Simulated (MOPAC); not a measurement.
**Frequency calculation, with input and output: CH4AlClS (part 1 of 2)**

- system: CH4AlClS, SMILES [CH3][Al]([SH])[Cl]
- method: MNDO, closed shell (MOPAC 23.2.5)

The geometry was optimised with MNDO.

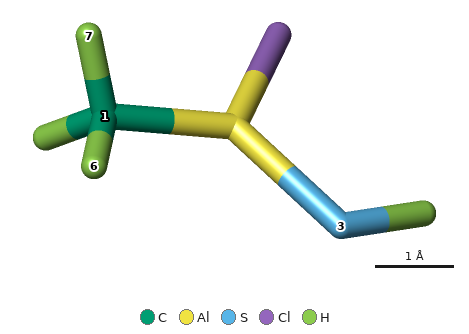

Fig. 1: The structure (stick view, seen at a tilt; atoms are numbered from 1 in the order of the input). Sticks mark near contacts. Bond lengths as drawn: Al–C 1.82 Å, Al–Cl 2.09 Å, Al–S 2.03 Å, C–H 1.11 Å and H–S 1.30 Å.

## Input (job.mop)
```
force thermo(200,600,200) singlet mndo aux(precision=6) threads=1
frequencies of CH4AlClS
[CH3][Al]([SH])[Cl]
C     -0.300144 +1     1.223851 +1    -0.231383 +1
Al     0.082669 +1    -0.544952 +1    -0.077360 +1
S      0.909079 +1    -1.355860 +1     1.588287 +1
Cl    -0.321841 +1    -1.864522 +1    -1.643389 +1
H     -1.390517 +1     1.381256 +1    -0.358789 +1
H      0.017624 +1     1.805193 +1     0.655959 +1
H      0.203339 +1     1.664747 +1    -1.115402 +1
H      1.041928 +1    -2.625411 +1     1.357031 +1
```

Run on 1 thread of Arm Neoverse V1, 24 GiB of memory available, shared host.

Command:
```bash
mopac job.mop
```

## Log
```
MOPAC v23.2.5
MNDO CALCULATION RESULTS

 *  MNDO       - The MNDO Hamiltonian to be used
 *  SINGLET    - SPIN STATE DEFINED AS A SINGLET
 *  FORCE      - FORCE CALCULATION SPECIFIED
 *  THREADS=1  - MULTI-THREADING NOT USED
 *  AUX        - OUTPUT AUXILIARY INFORMATION
 *  THERMO     - THERMODYNAMIC QUANTITIES TO BE CALCULATED
force thermo(200,600,200) singlet mndo aux(precision=6) threads=1
 frequencies of CH4AlClS
 [CH3][Al]([SH])[Cl]
   ATOM   CHEMICAL          X               Y               Z
  NUMBER   SYMBOL      (ANGSTROMS)     (ANGSTROMS)     (ANGSTROMS)

     1       C         -0.30014400  *   1.22385100  *  -0.23138300  *
     2      Al          0.08266900  *  -0.54495200  *  -0.07736000  *
     3       S          0.90907900  *  -1.35586000  *   1.58828700  *
     4      Cl         -0.32184100  *  -1.86452200  *  -1.64338900  *
     5       H         -1.39051700  *   1.38125600  *  -0.35878900  *
     6       H          0.01762400  *   1.80519300  *   0.65595900  *
     7       H          0.20333900  *   1.66474700  *  -1.11540200  *
     8       H          1.04192800  *  -2.62541100  *   1.35703100  *

          CARTESIAN COORDINATES

    NO.       ATOM           X           Y           Z

     1         C         -0.3001      1.2239     -0.2314
     2        Al          0.0827     -0.5450     -0.0774
     3         S          0.9091     -1.3559      1.5883
     4        Cl         -0.3218     -1.8645     -1.6434
     5         H         -1.3905      1.3813     -0.3588
     6         H          0.0176      1.8052      0.6560
     7         H          0.2033      1.6647     -1.1154
     8         H          1.0419     -2.6254      1.3570

           Empirical Formula: C H4 Al S Cl  =     8 atoms

      MOLECULAR POINT GROUP   :   Cs

 SINGLET STATE CALCULATION

      RHF CALCULATION, NO. OF DOUBLY OCCUPIED LEVELS = 12

          HEAT OF FORMATION =     -71.138380 KCALS/MOLE

          CARTESIAN COORDINATE DERIVATIVES

   NUMBER  ATOM         X            Y            Z

     1       C      0.031575    -0.023325     0.001413
     2      Al      0.009703     0.001188    -0.007638
     3       S     -0.018138    -0.010097     0.004209
     4      Cl     -0.014846     0.018571    -0.000167
     5       H     -0.003570    -0.011003     0.034453
     6       H     -0.024654     0.056085     0.000042
     7       H      0.002706    -0.025827    -0.031985
     8       H      0.017223    -0.005593    -0.000327

 DIPOLE           X         Y         Z       TOTAL
 POINT-CHG.    -1.435     1.938    -0.006     2.412
 HYBRID         0.743    -1.565     0.006     1.732
 SUM           -0.692     0.373     0.000     0.786

          GRADIENT NORM =   0.09905

          MOLECULAR WEIGHT =  110.54

          ROTATIONAL CONSTANTS IN CM(-1)

          A =    0.13913129   B =    0.07975355   C =    0.05118975

           PRINCIPAL MOMENTS OF INERTIA IN UNITS OF 10**(-40)*GRAM-CM**2

          A =      201.1967   B =      350.9907   C =      546.8429

          ORIENTATION OF MOLECULE IN FORCE CALCULATION

    NO.       ATOM         X         Y         Z

     1          C      -2.2423    0.0701   -0.0013
     2         Al      -0.4261    0.0701   -0.0013
     3          S       0.6791    1.7712   -0.0013
     4         Cl       0.6410   -1.7240    0.0025
     5          H      -2.6363   -0.4035    0.9209
     6          H      -2.6663    1.0916   -0.0568
     7          H      -2.6406   -0.5024   -0.8633
     8          H       1.9238    1.4058    0.0009

    FIRST DERIVATIVES WILL BE USED IN THE CALCULATION OF SECOND DERIVATIVES

          ESTIMATED TIME TO COMPLETE CALCULATION =        0.00 SECONDS

    FOR POINT-GROUP Cs   THERE ARE   2 UNIQUE SYMMETRY FUNCTIONS.

 STEP:   1 TIME =     0.01 SECS, INTEGRAL =      0.01 TIME LEFT: 172799.99
 STEP:   2 TIME =     0.00 SECS, INTEGRAL =      0.01 TIME LEFT: 172799.99
 STEP:   3 TIME =     0.00 SECS, INTEGRAL =      0.01 TIME LEFT: 172799.99
 STEP:   4 TIME =     0.00 SECS, INTEGRAL =      0.01 TIME LEFT: 172799.99
 STEP:   5 TIME =     0.01 SECS, INTEGRAL =      0.02 TIME LEFT: 172799.98
 STEP:   6 TIME =     0.00 SECS, INTEGRAL =      0.02 TIME LEFT: 172799.98
 STEP:   7 TIME =     0.00 SECS, INTEGRAL =      0.02 TIME LEFT: 172799.98
 STEP:   8 TIME =     0.01 SECS, INTEGRAL =      0.02 TIME LEFT: 172799.98
 STEP:   9 TIME =     0.00 SECS, INTEGRAL =      0.02 TIME LEFT: 172799.98
 STEP:  10 TIME =     0.00 SECS, INTEGRAL =      0.02 TIME LEFT: 172799.98
 STEP:  11 TIME =     0.01 SECS, INTEGRAL =      0.03 TIME LEFT: 172799.97
 STEP:  12 TIME =     0.00 SECS, INTEGRAL =      0.03 TIME LEFT: 172799.97
 STEP:  13 TIME =     0.00 SECS, INTEGRAL =      0.03 TIME LEFT: 172799.97
 STEP:  14 TIME =     0.01 SECS, INTEGRAL =      0.04 TIME LEFT: 172799.96
 STEP:  15 TIME =     0.00 SECS, INTEGRAL =      0.04 TIME LEFT: 172799.96
 STEP:  16 TIME =     0.00 SECS, INTEGRAL =      0.04 TIME LEFT: 172799.96
 STEP:  17 TIME =     0.00 SECS, INTEGRAL =      0.04 TIME LEFT: 172799.96
 STEP:  18 TIME =     0.01 SECS, INTEGRAL =      0.05 TIME LEFT: 172799.95
 STEP:  19                       INTEGRAL =      0.05 TIME LEFT: 172799.95
 STEP:  20                       INTEGRAL =      0.05 TIME LEFT: 172799.95
 STEP:  21                       INTEGRAL =      0.05 TIME LEFT: 172799.95
 STEP:  22 TIME =     0.00 SECS, INTEGRAL =      0.05 TIME LEFT: 172799.95
 STEP:  23 TIME =     0.00 SECS, INTEGRAL =      0.05 TIME LEFT: 172799.95
 STEP:  24 TIME =     0.01 SECS, INTEGRAL =      0.05 TIME LEFT: 172799.95

(To convert to Hartree/Bohr^2, multiply by (10^(-21) x N x a0^2)/(4.184 x 627.51) =  0.0642)

           FORCE MATRIX IN MILLIDYNES/ANGSTROM

                  C  1      Al  2       S  3      Cl  4       H  5       H  6
 ------------------------------------------------------------------------------
     C    1  13.065333
    Al    2   2.339818   6.313371
     S    3   0.163679   2.413449   6.295528
    Cl    4   0.181733   2.461196   0.222796   2.752420
     H    5   5.293027   0.378886   0.018419   0.009774   6.037914
     H    6   5.349937   0.371316   0.008945   0.027001   0.601469   6.085523
     H    7   5.300997   0.379688   0.019924   0.009327   0.605971   0.600472
     H    8   0.043121   0.246003   5.196328   0.019350   0.006805   0.002953

                  H  7       H  8
 ------------------------------
     H    7   6.037914
     H    8   0.006974   5.267390

          HEAT OF FORMATION =     -71.138380 KCALS/MOLE

          ZERO POINT ENERGY      32.445 KCAL/MOL

           NORMAL COORDINATE ANALYSIS (Total motion = 1 Angstrom)

   Root No.       1         2         3         4         5         6         7         8

                 1 A'      1 A"      2 A'      2 A"      3 A"      3 A'      4 A'      5 A'

                 151.2     199.4     239.6     290.7     440.7     446.0     590.0     696.8

           1   -0.0938    0.0001   -0.0053   -0.0000    0.0001    0.1583    0.0188   -0.0613
           2   -0.0417   -0.0001    0.1664   -0.0000    0.0000   -0.0269    0.0156    0.0085
           3   -0.0001   -0.0856   -0.0001    0.0146    0.0091    0.0002   -0.0003   -0.0002
           4   -0.0935   -0.0001   -0.0143   -0.0000    0.0001    0.0928    0.0074    0.0187
           5    0.0154    0.0002   -0.0452    0.0000   -0.0000   -0.0089    0.1840    0.0075
           6   -0.0001    0.1607    0.0002    0.0101   -0.0035    0.0001   -0.0003   -0.0000
           7    0.0727    0.0001   -0.0508    0.0000   -0.0000   -0.0663   -0.0520    0.0070
           8   -0.0946   -0.0000   -0.0427   -0.0000   -0.0001   -0.1064   -0.0744   -0.0295
           9    0.0002   -0.0430   -0.0000   -0.0324   -0.0083    0.0001    0.0001    0.0001
          10    0.0441   -0.0001    0.0595    0.0000   -0.0001   -0.0763    0.0359   -0.0006
          11    0.0999   -0.0001   -0.0001   -0.0000    0.0001    0.1127   -0.0688    0.0017
          12   -0.0000   -0.0388   -0.0000   -0.0096    0.0082   -0.0002    0.0002    0.0000
          13   -0.0709   -0.1500   -0.0488    0.0175   -0.0767    0.1414    0.1157   -0.0145
          14   -0.0573    0.0038    0.1869   -0.0030   -0.2584   -0.0088   -0.0509   -0.0237
          15    0.0015   -0.1535   -0.0102    0.0217   -0.1757    0.0054    0.0072    0.0012
          16   -0.1311    0.0000    0.1058   -0.0000    0.0001    0.1661   -0.1922   -0.1432
          17   -0.0575   -0.0002    0.2110    0.0000    0.0004   -0.0210   -0.0735   -0.0298
          18   -0.0002   -0.1604   -0.0000    0.0266    0.3202   -0.0013   -0.0004   -0.0002
          19   -0.0708    0.1503   -0.0488   -0.0175    0.0771    0.1407    0.1161   -0.0143
          20   -0.0574   -0.0042    0.1870    0.0030    0.2581   -0.0112   -0.0508   -0.0236
          21   -0.0017   -0.1532    0.0098    0.0216   -0.1761   -0.0034   -0.0078   -0.0015
          22    0.0285    0.0001   -0.0367   -0.0006    0.0000   -0.0285   -0.0701    0.1989
          23   -0.2471   -0.0002    0.0067    0.0009   -0.0000    0.0196   -0.1479    0.6545
          24    0.0004   -0.0822   -0.0001    0.8507   -0.0072   -0.0000    0.0004   -0.0005

   Root No.       9        10        11        12        13        14        15        16

                 6 A'      4 A"      7 A'      8 A'      5 A"      9 A'     10 A'      6 A"

                 785.8     792.0     827.9    1402.8    1488.3    1514.1    3021.4    3235.6

           1   -0.1514   -0.0001   -0.0247   -0.0651    0.0000    0.0184    0.0001    0.0000
           2    0.0172    0.0004   -0.0538   -0.0146    0.0001   -0.0430    0.0000    0.0001
           3   -0.0003    0.0675    0.0008   -0.0001   -0.0398   -0.0001   -0.0000   -0.0576
           4    0.1084    0.0001    0.0107   -0.0007    0.0000    0.0008   -0.0005    0.0000
           5   -0.0093   -0.0001    0.0254   -0.0001    0.0000   -0.0006   -0.0002    0.0000
           6    0.0001   -0.0194    0.0001   -0.0000   -0.0011   -0.0000   -0.0000   -0.0004
           7   -0.0121    0.0002   -0.0030   -0.0001    0.0001   -0.0007   -0.0289    0.0001
           8   -0.0005   -0.0000   -0.0074    0.0002   -0.0000   -0.0003    0.0084   -0.0000
           9    0.0000    0.0023   -0.0002   -0.0001    0.0008    0.0001   -0.0000    0.0000
          10   -0.0058   -0.0002    0.0036   -0.0004   -0.0001    0.0018    0.0000   -0.0001
          11    0.0110   -0.0000   -0.0035   -0.0000   -0.0000   -0.0003    0.0000   -0.0000
          12   -0.0000   -0.0009   -0.0002    0.0002   -0.0006   -0.0000    0.0000   -0.0001
          13   -0.1017   -0.3361   -0.2114    0.2973   -0.1401   -0.0478    0.0002   -0.1732
          14   -0.0160    0.0459    0.0764    0.0409    0.2389    0.3221    0.0001   -0.2216
          15   -0.0041   -0.0753   -0.0179    0.1716    0.0540    0.1721   -0.0004    0.3627
          16   -0.2162   -0.0008    0.3887    0.2202   -0.0001   -0.1870   -0.0000    0.0001
          17   -0.0184   -0.0002    0.1280    0.0922    0.0006   -0.0987    0.0004   -0.0001
          18    0.0002   -0.1955    0.0003   -0.0002    0.3920   -0.0000   -0.0000   -0.0234
          19   -0.1029    0.3369   -0.2104    0.2976    0.1400   -0.0473    0.0003    0.1727
          20   -0.0158   -0.0459    0.0762    0.0404   -0.2386    0.3216    0.0001    0.2226
          21    0.0042   -0.0747    0.0187   -0.1714    0.0548   -0.1732    0.0004    0.3624
          22   -0.0873    0.0000    0.0106   -0.0006    0.0001    0.0000    0.9321    0.0001
          23   -0.2767   -0.0005    0.0395   -0.0016   -0.0001    0.0016   -0.2607   -0.0001
          24    0.0002    0.0189   -0.0006   -0.0000    0.0015    0.0002    0.0009   -0.0003

   Root No.      17        18

                11 A'     12 A'

                3253.3    3319.7

           1   -0.0042    0.0252
           2   -0.0481   -0.0093
           3   -0.0003   -0.0000
           4   -0.0003    0.0008
           5   -0.0003   -0.0001
           6   -0.0001   -0.0000
           7    0.0001   -0.0001
           8    0.0001   -0.0000
           9    0.0002   -0.0004
          10   -0.0002    0.0001
          11    0.0000   -0.0000
          12   -0.0000    0.0004
          13    0.1048   -0.0889
          14    0.1163   -0.1342
          15   -0.2403    0.2282
          16   -0.1502   -0.1457
          17    0.3459    0.3859
          18   -0.0008   -0.0008
          19    0.1048   -0.0886
          20    0.1170   -0.1351
          21    0.2396   -0.2278
          22   -0.0003    0.0000
          23    0.0001    0.0001
          24    0.0003   -0.0003

           MASS-WEIGHTED COORDINATE ANALYSIS (NORMAL COORDINATES)

   Root No.       1         2         3         4         5         6         7         8

                 1 A'      1 A"      2 A'      2 A"      3 A"      3 A'      4 A'      5 A'

                 151.2     199.4     239.6     290.7     440.7     446.0     590.0     696.8

           1   -0.2800    0.0003   -0.0206   -0.0000    0.0007    0.4118    0.0531   -0.2788
           2   -0.1246   -0.0004    0.6474   -0.0000    0.0000   -0.0701    0.0441    0.0385
           3   -0.0004   -0.2935   -0.0004    0.0574    0.0560    0.0004   -0.0009   -0.0007
           4   -0.4182   -0.0005   -0.0837   -0.0000    0.0007    0.3621    0.0313    0.1274
           5    0.0691    0.0012   -0.2638    0.0001   -0.0001   -0.0346    0.7798    0.0512
           6   -0.0004    0.8252    0.0010    0.0599   -0.0323    0.0004   -0.0011   -0.0001
           7    0.3545    0.0008   -0.3230    0.0001   -0.0001   -0.2818   -0.2404    0.0523
           8   -0.4616   -0.0002   -0.2715   -0.0002   -0.0011   -0.4522   -0.3438   -0.2192
           9    0.0008   -0.2407   -0.0003   -0.2082   -0.0830    0.0004    0.0004    0.0006
          10    0.2263   -0.0006    0.3976    0.0001   -0.0011   -0.3409    0.1746   -0.0046
          11    0.5123   -0.0004   -0.0009   -0.0000    0.0011    0.5037   -0.3343    0.0132
          12   -0.0002   -0.2283   -0.0003   -0.0648    0.0862   -0.0010    0.0011    0.0002
          13   -0.0613   -0.1489   -0.0550    0.0199   -0.1366    0.1066    0.0947   -0.0191
          14   -0.0495    0.0038    0.2107   -0.0034   -0.4600   -0.0066   -0.0417   -0.0312
          15    0.0013   -0.1523   -0.0115    0.0247   -0.3128    0.0041    0.0059    0.0016
          16   -0.1134    0.0000    0.1192   -0.0000    0.0002    0.1252   -0.1574   -0.1885
          17   -0.0498   -0.0002    0.2378    0.0000    0.0007   -0.0158   -0.0602   -0.0393
          18   -0.0002   -0.1593   -0.0000    0.0304    0.5700   -0.0010   -0.0003   -0.0002
          19   -0.0612    0.1492   -0.0551   -0.0200    0.1372    0.1060    0.0951   -0.0189
          20   -0.0496   -0.0042    0.2108    0.0034    0.4595   -0.0084   -0.0416   -0.0311
          21   -0.0015   -0.1521    0.0111    0.0247   -0.3136   -0.0026   -0.0064   -0.0020
          22    0.0246    0.0001   -0.0414   -0.0007    0.0000   -0.0215   -0.0574    0.2619
          23   -0.2137   -0.0002    0.0075    0.0011   -0.0001    0.0147   -0.1212    0.8618
          24    0.0003   -0.0816   -0.0002    0.9709   -0.0128   -0.0000    0.0003   -0.0006

   Root No.       9        10        11        12        13        14        15        16

                 6 A'      4 A"      7 A'      8 A'      5 A"      9 A'     10 A'      6 A"

                 785.8     792.0     827.9    1402.8    1488.3    1514.1    3021.4    3235.6
```
